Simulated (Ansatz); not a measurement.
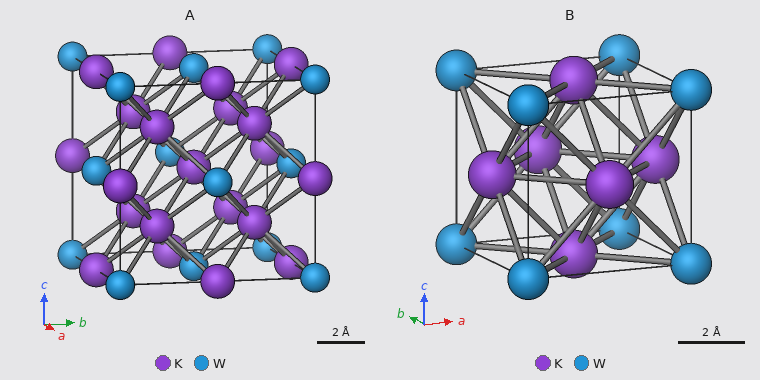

Two structures of K3W, each relaxed to rest (conventional cells in solid outline, small ones repeated, not to one scale). Method: DFT PBE, scalar-relativistic, plane waves, PAW in Ansatz 0.2.0, without spin polarisation.

### Name structures A and B.

A: D0₃ (BiF₃ or Fe₃Al type), Fm-3m. B: Cu₃Au (L1₂) type, Pm-3m.

### What is the energy order of the two?

A is lower, by 29 meV/atom at this level of theory (energies at zero smearing). Volumes: A 40.0, B 40.7 Å³/atom.

One or both may be structure types tried for this composition rather than known phases.
